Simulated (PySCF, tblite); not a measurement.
# n-tert-butylethylamine (C6H15N): a rotation path, then NMR shifts on frames, part 2 of 2

tblite 0.8.0 and PySCF 2.14.0. Atoms count from 0.

## Step 5: Shielding tensors: image 4, PBE0/pcSseg-1

Job settings and geometry (Å):

```
{"job": {"kind": "nmr", "xc": "PBE0", "basis": "pcSseg-1", "pop": false}, "charge": 0, "multiplicity": 1}
C      2.892400     0.627600     0.024000
C      1.524200     0.341800    -0.584400
N      0.565500     0.070100     0.463500
C     -0.849000    -0.159000     0.138200
C     -1.160700    -0.151200    -1.363400
C     -1.653300     0.963000     0.813400
C     -1.285600    -1.515600     0.709100
H      3.596200     0.891700    -0.761700
H      2.824800     1.451000     0.729000
H      3.270500    -0.248000     0.548500
H      1.193200     1.227500    -1.131200
H      1.630400    -0.487000    -1.307600
H      0.911500    -0.683400     1.046500
H     -2.229900    -0.292800    -1.500100
H     -0.886100     0.792200    -1.827600
H     -0.641400    -0.959300    -1.872700
H     -1.512300     0.918800     1.889800
H     -1.307000     1.930600     0.460700
H     -2.712400     0.863000     0.589900
H     -0.724300    -2.321300     0.237500
H     -1.112600    -1.553700     1.783200
H     -2.344400    -1.686400     0.529100
```

Level: GIAO PBE0/pcSseg-1 NMR shielding, non-relativistic, gas phase.

Output:

```text
coarse grid: 16880 points
cycle   1  E = -291.9058233901  dE =  5.034e-01  |g| = 5.142e-01  |ddm| = 3.837e+00
cycle   2  E = -291.8936221982  dE =  1.220e-02  |g| = 5.727e-01  |ddm| = 1.050e+00
cycle   3  E = -291.9755175204  dE = -8.190e-02  |g| = 4.814e-02  |ddm| = 5.908e-01
cycle   4  E = -291.9758334837  dE = -3.160e-04  |g| = 2.856e-02  |ddm| = 6.697e-02
cycle   5  E = -291.9760074054  dE = -1.739e-04  |g| = 3.375e-03  |ddm| = 2.938e-02
cycle   6  E = -291.9760096084  dE = -2.203e-06  |g| = 8.672e-04  |ddm| = 3.764e-03
final grid: 158824 points
cycle   7  E = -292.0182174254  dE = -7.146e-05  |g| = 1.069e-02  |ddm| = 4.436e-02
cycle   8  E = -292.0182086972  dE =  8.728e-06  |g| = 1.219e-02  |ddm| = 2.150e-02
cycle   9  E = -292.0182472636  dE = -3.857e-05  |g| = 7.063e-04  |ddm| = 1.188e-02
cycle  10  E = -292.0182473554  dE = -9.183e-08  |g| = 3.237e-04  |ddm| = 1.037e-03
cycle  11  E = -292.0182473784  dE = -2.301e-08  |g| = 4.559e-05  |ddm| = 2.803e-04
cycle  12  E = -292.0182473788  dE = -3.197e-10  |g| = 2.349e-05  |ddm| = 5.999e-05
converged SCF energy = -292.0182473788

GIAO shielding tensors (ppm)
atom      isotropic    diamagn.    paramagn.     s11        s22        s33       span
  0 C      167.649     245.586     -77.937    153.492    161.754    187.700     34.208
  1 C      145.214     245.548    -100.334    127.939    143.453    164.251     36.312
  2 N      192.529     323.767    -131.238    129.122    197.489    250.977    121.855
  3 C      135.855     239.132    -103.276    116.911    130.309    160.346     43.434
  4 C      160.044     249.634     -89.590    147.770    148.907    183.455     35.685
  5 C      149.923     247.095     -97.172    124.999    141.745    183.025     58.025
  6 C      151.929     249.483     -97.555    128.039    141.380    186.368     58.328
  7 H       30.509      27.592       2.917     26.090     27.655     37.782     11.692
  8 H       30.436      29.333       1.103     26.511     28.646     36.152      9.642
  9 H       30.871      29.611       1.260     26.742     29.308     36.564      9.822
 10 H       29.094      32.708      -3.613     23.494     30.318     33.471      9.977
 11 H       28.599      32.322      -3.723     22.675     29.265     33.858     11.183
 12 H       32.030      38.020      -5.991     22.723     34.836     38.530     15.808
 13 H       30.851      31.768      -0.916     27.236     28.635     36.683      9.448
 14 H       30.297      32.472      -2.174     26.493     28.810     35.589      9.096
 15 H       30.350      32.384      -2.034     26.671     28.400     35.979      9.308
 16 H       30.500      31.403      -0.903     27.476     28.182     35.841      8.365
 17 H       30.269      31.410      -1.141     27.018     28.506     35.282      8.264
 18 H       30.961      31.566      -0.605     26.908     28.515     37.460     10.552
 19 H       30.621      32.114      -1.493     27.281     28.597     35.983      8.702
 20 H       30.628      32.079      -1.451     27.519     28.261     36.106      8.588
 21 H       30.668      31.414      -0.746     26.792     28.198     37.015     10.223
```

Run time: 24 s. Hardware: 1 thread of Arm Neoverse V2, shared host; peak memory 0.88 GiB.

In short: δ C3 51.1, C1 41.7, C5 37.0, C6 35.0, H11 3.12, H10 2.62 ppm.

## Step 6: Nuclear shieldings: image 6, PBE0/pcSseg-1

Job settings and geometry (Å):

```
{"job": {"kind": "nmr", "xc": "PBE0", "basis": "pcSseg-1", "pop": false}, "charge": 0, "multiplicity": 1}
C      2.871000     0.666900     0.075200
C      1.456200     0.566700    -0.482700
N      0.602300    -0.172600     0.426100
C     -0.827300    -0.243700     0.120000
C     -1.144200    -0.367000    -1.380900
C     -1.507600     1.011800     0.679300
C     -1.383200    -1.479400     0.837100
H      3.490700     1.249300    -0.602800
H      2.861900     1.149300     1.047900
H      3.311300    -0.322800     0.182700
H      1.044400     1.572600    -0.593500
H      1.513300     0.108400    -1.485500
H      0.975400    -1.108800     0.541400
H     -2.218800    -0.453500    -1.517900
H     -0.804200     0.505800    -1.933500
H     -0.670500    -1.253800    -1.797500
H     -1.361800     1.055600     1.754900
H     -1.088500     1.911400     0.236800
H     -2.573300     0.985600     0.465900
H     -0.928500    -2.385000     0.437700
H     -1.169600    -1.427500     1.902100
H     -2.459400    -1.549800     0.701100
```

With the program's defaults for keys left out, this is: GIAO PBE0/pcSseg-1 NMR shielding, non-relativistic, gas phase.

Output:

```text
coarse grid: 16880 points
cycle   1  E = -291.9110112644  dE =  5.015e-01  |g| = 5.126e-01  |ddm| = 3.838e+00
cycle   2  E = -291.8992152504  dE =  1.180e-02  |g| = 5.694e-01  |ddm| = 1.038e+00
cycle   3  E = -291.9803365883  dE = -8.112e-02  |g| = 4.793e-02  |ddm| = 5.848e-01
cycle   4  E = -291.9806484428  dE = -3.119e-04  |g| = 2.847e-02  |ddm| = 6.769e-02
cycle   5  E = -291.9808213876  dE = -1.729e-04  |g| = 3.405e-03  |ddm| = 2.961e-02
cycle   6  E = -291.9808235951  dE = -2.207e-06  |g| = 9.355e-04  |ddm| = 3.637e-03
final grid: 158824 points
cycle   7  E = -292.0236227089  dE = -8.213e-05  |g| = 1.107e-02  |ddm| = 4.678e-02
cycle   8  E = -292.0236133793  dE =  9.330e-06  |g| = 1.262e-02  |ddm| = 2.224e-02
cycle   9  E = -292.0236546271  dE = -4.125e-05  |g| = 7.828e-04  |ddm| = 1.241e-02
cycle  10  E = -292.0236547406  dE = -1.135e-07  |g| = 3.520e-04  |ddm| = 1.163e-03
cycle  11  E = -292.0236547676  dE = -2.696e-08  |g| = 5.277e-05  |ddm| = 3.072e-04
cycle  12  E = -292.0236547680  dE = -4.446e-10  |g| = 2.526e-05  |ddm| = 6.547e-05
converged SCF energy = -292.0236547680

GIAO shielding tensors (ppm)
atom      isotropic    diamagn.    paramagn.     s11        s22        s33       span
  0 C      167.953     245.294     -77.340    153.835    162.742    187.283     33.448
  1 C      145.552     246.208    -100.656    126.663    144.999    164.993     38.329
  2 N      186.944     322.890    -135.947    133.985    196.140    230.707     96.722
  3 C      135.319     240.372    -105.053    116.721    131.154    158.082     41.361
  4 C      157.770     249.828     -92.058    137.260    152.759    183.292     46.032
  5 C      157.415     247.445     -90.030    130.578    154.276    187.391     56.813
  6 C      152.074     248.874     -96.800    130.068    138.175    187.980     57.912
  7 H       30.501      27.628       2.874     26.016     27.686     37.802     11.787
  8 H       30.398      29.273       1.125     26.317     28.608     36.269      9.951
  9 H       30.795      29.514       1.281     26.668     29.171     36.546      9.877
 10 H       29.215      32.810      -3.595     23.865     30.379     33.401      9.536
 11 H       28.753      32.473      -3.721     22.751     29.745     33.763     11.011
 12 H       31.819      37.762      -5.944     22.742     34.222     38.492     15.750
 13 H       30.725      31.958      -1.233     27.188     28.446     36.539      9.351
 14 H       30.122      32.427      -2.305     26.168     29.185     35.013      8.845
 15 H       30.859      32.403      -1.544     27.644     28.134     36.799      9.155
 16 H       30.723      31.397      -0.674     27.402     28.013     36.754      9.352
 17 H       30.134      31.853      -1.719     26.020     29.239     35.143      9.123
 18 H       30.997      31.618      -0.621     27.007     28.740     37.244     10.237
 19 H       30.875      32.039      -1.164     27.470     28.720     36.434      8.964
 20 H       30.397      31.527      -1.130     27.178     27.900     36.114      8.935
 21 H       30.628      31.293      -0.665     26.920     28.112     36.852      9.932
```

It took 24 s on 1 thread of Arm Neoverse V2, shared host; peak memory 0.88 GiB.

In short: δ C3 51.6, C1 41.4, C6 34.9, C5 29.5, H11 2.96, H10 2.50 ppm.

## Step 7: NMR shieldings: image 8, PBE0/pcSseg-1

Job settings and geometry (Å):

```
{"job": {"kind": "nmr", "xc": "PBE0", "basis": "pcSseg-1", "pop": false}, "charge": 0, "multiplicity": 1}
C      2.870100     0.603900     0.117500
C      1.420600     0.749800    -0.329900
N      0.610400    -0.249500     0.339000
C     -0.824400    -0.279200     0.071500
C     -1.164900    -0.530700    -1.408300
C     -1.457700     1.036700     0.532500
C     -1.390600    -1.425800     0.916900
H      3.481000     1.391100    -0.317400
H      2.929600     0.667000     1.200700
H      3.271300    -0.359000    -0.193500
H      1.055000     1.737500    -0.039400
H      1.377400     0.681000    -1.431400
H      0.999300    -1.168400     0.148600
H     -2.239800    -0.635400    -1.532100
H     -0.829800     0.296000    -2.030900
H     -0.687300    -1.445000    -1.758100
H     -1.112100     1.276500     1.534400
H     -1.197300     1.854800    -0.133900
H     -2.540500     0.942800     0.546600
H     -0.979000    -2.379600     0.593600
H     -1.129400    -1.274900     1.960500
H     -2.472400    -1.470400     0.826900
```

With the program's defaults for keys left out, this is: GIAO PBE0/pcSseg-1 NMR shielding, non-relativistic, gas phase.

Output:

```text
coarse grid: 16880 points
cycle   1  E = -291.9126400666  dE =  5.063e-01  |g| = 5.118e-01  |ddm| = 3.836e+00
cycle   2  E = -291.9007252643  dE =  1.191e-02  |g| = 5.690e-01  |ddm| = 1.034e+00
cycle   3  E = -291.9817596131  dE = -8.103e-02  |g| = 4.908e-02  |ddm| = 5.830e-01
cycle   4  E = -291.9820932725  dE = -3.337e-04  |g| = 2.860e-02  |ddm| = 6.957e-02
cycle   5  E = -291.9822676149  dE = -1.743e-04  |g| = 3.448e-03  |ddm| = 2.930e-02
cycle   6  E = -291.9822698867  dE = -2.272e-06  |g| = 9.389e-04  |ddm| = 3.659e-03
final grid: 158824 points
cycle   7  E = -292.0248131634  dE = -6.827e-05  |g| = 1.080e-02  |ddm| = 4.096e-02
cycle   8  E = -292.0248036464  dE =  9.517e-06  |g| = 1.242e-02  |ddm| = 2.193e-02
cycle   9  E = -292.0248435400  dE = -3.989e-05  |g| = 7.979e-04  |ddm| = 1.238e-02
cycle  10  E = -292.0248436625  dE = -1.225e-07  |g| = 3.214e-04  |ddm| = 1.101e-03
cycle  11  E = -292.0248436847  dE = -2.225e-08  |g| = 5.032e-05  |ddm| = 2.837e-04
cycle  12  E = -292.0248436851  dE = -4.015e-10  |g| = 2.440e-05  |ddm| = 6.033e-05
converged SCF energy = -292.0248436851

GIAO shielding tensors (ppm)
atom      isotropic    diamagn.    paramagn.     s11        s22        s33       span
  0 C      167.906     246.184     -78.278    153.528    162.548    187.644     34.116
  1 C      146.454     246.042     -99.588    131.170    140.153    168.038     36.868
  2 N      176.495     323.109    -146.615    133.409    170.952    225.122     91.713
  3 C      135.301     240.891    -105.589    119.715    129.544    156.645     36.930
  4 C      158.172     249.262     -91.090    130.022    156.468    188.027     58.005
  5 C      157.735     248.603     -90.868    136.986    149.489    186.729     49.743
  6 C      151.242     247.838     -96.596    128.894    137.360    187.472     58.579
  7 H       30.456      27.732       2.724     26.014     27.545     37.809     11.795
  8 H       30.355      29.527       0.828     26.258     28.689     36.118      9.859
  9 H       30.816      29.839       0.977     26.678     29.204     36.567      9.889
 10 H       29.157      32.653      -3.496     23.452     30.732     33.286      9.834
 11 H       28.721      32.316      -3.595     22.926     29.448     33.789     10.863
 12 H       31.987      37.889      -5.901     23.499     34.086     38.377     14.877
 13 H       30.587      31.674      -1.087     26.872     28.312     36.576      9.704
 14 H       29.889      32.204      -2.315     25.827     28.897     34.943      9.115
 15 H       31.153      32.245      -1.092     28.052     28.272     37.133      9.082
 16 H       30.643      31.733      -1.089     27.309     27.966     36.654      9.345
 17 H       30.322      32.252      -1.930     26.409     29.112     35.444      9.035
 18 H       30.740      31.659      -0.919     27.035     28.558     36.627      9.592
 19 H       30.786      31.810      -1.023     27.488     28.522     36.350      8.862
 20 H       30.338      31.221      -0.883     27.076     28.012     35.926      8.850
 21 H       30.712      31.335      -0.623     26.997     28.158     36.982      9.985
```

Run time: 24 s. Hardware: 1 thread of Arm Neoverse V2, shared host; peak memory 0.88 GiB.

Key values: δ C3 51.6, C1 40.5, C6 35.7, C5 29.2, H11 3.00, H10 2.56 ppm.

## Step 8: Comparing the runs: NMR shifts

Shifts (ppm) of some atoms, chosen among heavy atoms and hydrogens apart, with basis size and wall time:

| frame | C1 | C5 | C4 | C6 | H19 | H15 | N2 | functions | time |
| --- | --- | --- | --- | --- | --- | --- | --- | --- | --- |
| image 0 | 40.5 | 35.7 | 29.2 | 28.9 | 1.82 | 1.40 | 91.2 | 194 | 25 s |
| image 2 | 41.6 | 38.0 | 27.9 | 31.1 | 1.62 | 1.23 | 85.6 | 194 | 24 s |
| image 4 | 41.7 | 37.0 | 26.9 | 35.0 | 1.10 | 1.37 | 75.2 | 194 | 24 s |
| image 6 | 41.4 | 29.5 | 29.2 | 34.9 | 0.84 | 0.86 | 80.8 | 194 | 24 s |
| image 8 | 40.5 | 29.2 | 28.8 | 35.7 | 0.93 | 0.56 | 91.2 | 194 | 24 s |

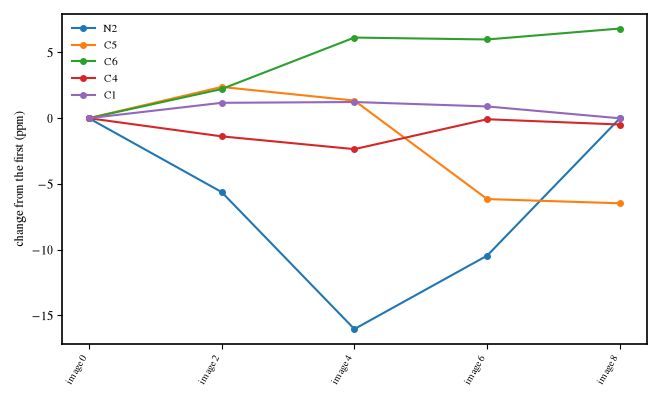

How five of the tabulated atoms move from run to run.

## Step 9: Outcome

The summary covers parts 1 to 2.

| quantity | value |
| --- | --- |
| barrier | 0.129 eV (3.0 kcal/mol) at image 4 |
| end to end (GFN2-xTB) | 0.000 eV |
| 13C shifts against TMS (PBE0/pcSseg-1, image 0) | 51.6, 40.5, 35.7, 29.2, 28.9, 18.9 ppm |
| 1H shifts against TMS (PBE0/pcSseg-1, image 0) | 2.99, 2.57, 1.82, 1.40, 1.38, 1.36, 1.26, 1.14, 1.08, 1.01, 0.98, 0.94, 0.89, 0.57 ppm and more |
| 15N shifts against NH3 (PBE0/pcSseg-1, image 0) | 91.2 ppm |
| range of the shift of N2 | 75.2 to 91.2 ppm |

Along the band the dihedral turns by 123°, and the top (dihedral 3°) lies 3.0 kcal/mol above the start (GFN2-xTB, rough), so at room temperature this motion is fast. The top was not checked by a frequency run. Shifts at one fixed geometry are not the observed spectrum, which averages over the motion. In the first frame run (image 0): The largest span, 92 ppm, is at N2, where the paramagnetic term is -147 ppm. Across the 5 runs the shift of N2 moves most, between 75.2 (image 4) and 91.2 ppm (image 0).
